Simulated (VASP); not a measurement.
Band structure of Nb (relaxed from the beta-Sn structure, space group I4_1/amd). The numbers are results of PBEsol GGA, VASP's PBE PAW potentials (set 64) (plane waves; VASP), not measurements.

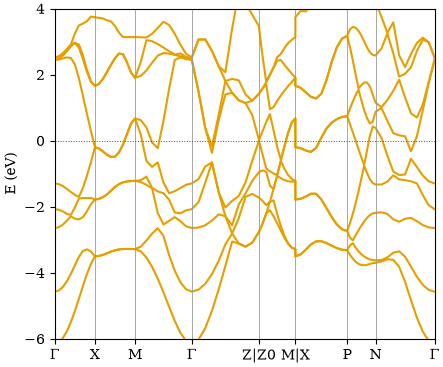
*Bands along high-symmetry lines, zero at the valence-band maximum or, without a gap, the Fermi level*

Task: Read the plot: is there a gap, and where are the band edges?

Result: It has no gap at this level: it comes out as a metal or semimetal. (Edges off the drawn lines would not show.)

The structure was generated: Nb was put into the beta-Sn type (I4_1/amd), which need not be its known phase. It was relaxed first.
